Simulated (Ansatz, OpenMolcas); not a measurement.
A ladder of methods for BCNF2 (SMILES N#CB(F)F)

BCNF2: 5 atoms, total charge 0, spin state singlet. SMILES: `N#CB(F)F`. The shape is that of a PBE0-D4/def2-TZVP optimisation.

Each level gives the HOMO–LUMO gap (eV). The values are calculated.

```json
{"level": "HF/6-311+G**", "kind": "Hartree–Fock", "program": "OpenMolcas", "value (eV)": "15.16", "CPU time": "16 s"}
{"level": "PBE/6-311+G**", "kind": "GGA", "program": "Ansatz", "value (eV)": "5.93", "CPU time": "4.6 s"}
{"level": "revPBE/6-311+G**", "kind": "GGA", "program": "Ansatz", "value (eV)": "5.96", "CPU time": "4.6 s"}
{"level": "TPSS/6-311+G**", "kind": "meta-GGA", "program": "OpenMolcas", "value (eV)": "6.09", "CPU time": "54 s"}
{"level": "r2SCAN/6-311+G**", "kind": "meta-GGA", "program": "Ansatz", "value (eV)": "6.48", "CPU time": "9 s"}
{"level": "M06-2X/6-311+G**", "kind": "hybrid meta-GGA", "program": "OpenMolcas", "value (eV)": "10.81", "CPU time": "47 s"}
{"level": "CAM-B3LYP/6-311+G**", "kind": "range-separated hybrid", "program": "Ansatz", "value (eV)": "10.97", "CPU time": "6.5 s"}
{"level": "B2PLYP/6-311+G**", "kind": "double hybrid", "program": "OpenMolcas", "value (eV)": "10.98", "CPU time": "30 s"}
```

The values span 5.93 to 15.16 eV. Orbital gaps aren't excitation energies, and those of double hybrids come from the SCF part alone; they tend to grow with the share of exact exchange. CPU times are rough (shared hosts, several kinds of processor): they show what a rung costs within a factor of a few.

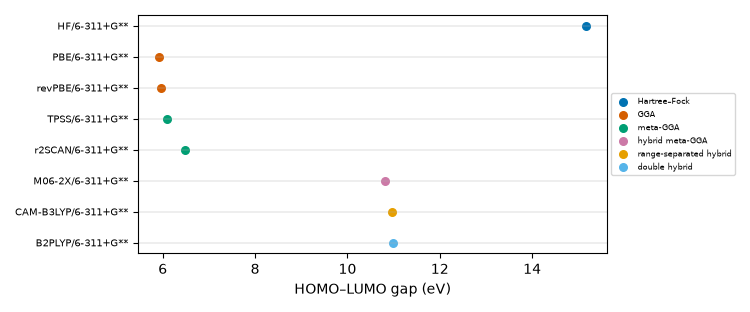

The values of the table, level by level.
